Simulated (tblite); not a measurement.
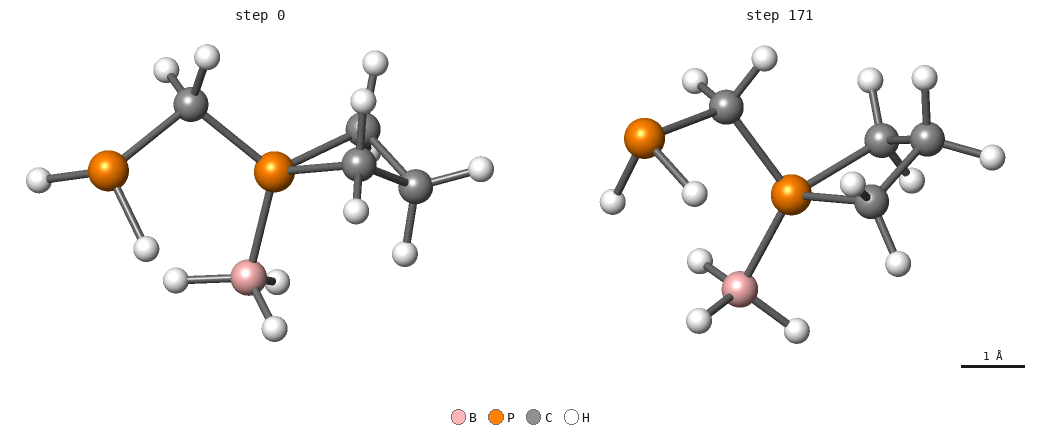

The structure of C4H13BP2 before (left) and after (right) a relaxation, at one scale.

A ball-and-stick model, seen at a tilt.

Level of theory: tblite, GFN2-xTB geometry optimisation, gas phase. 

Q: Summarise the run.

A: The largest move after the best rigid fit is that of an H atom, 2.05 Å. Largest moves by element: H 2.05 Å, C 0.86 Å, P 0.71 Å, B 0.63 Å. Near-neighbour distances that change, for instance: C–P 1.783 → 1.861 Å, B–P 1.865 → 1.918 Å, C–P 1.810 → 1.860 Å, H–P 1.443 → 1.399 Å. Bond angles that change, for instance: H–P–H 112.7° → 91.7°, C–P–H 112.3° → 95.0°, C–P–C 119.1° → 102.1°. Groups turn about C–C by about 60°, C–C by about 60°, C–P by about 60°. Over 171 geometry steps the energy falls by 1.918 eV. Cost: 1.4 s on 1 thread of Arm Neoverse V1, with other jobs on the host.
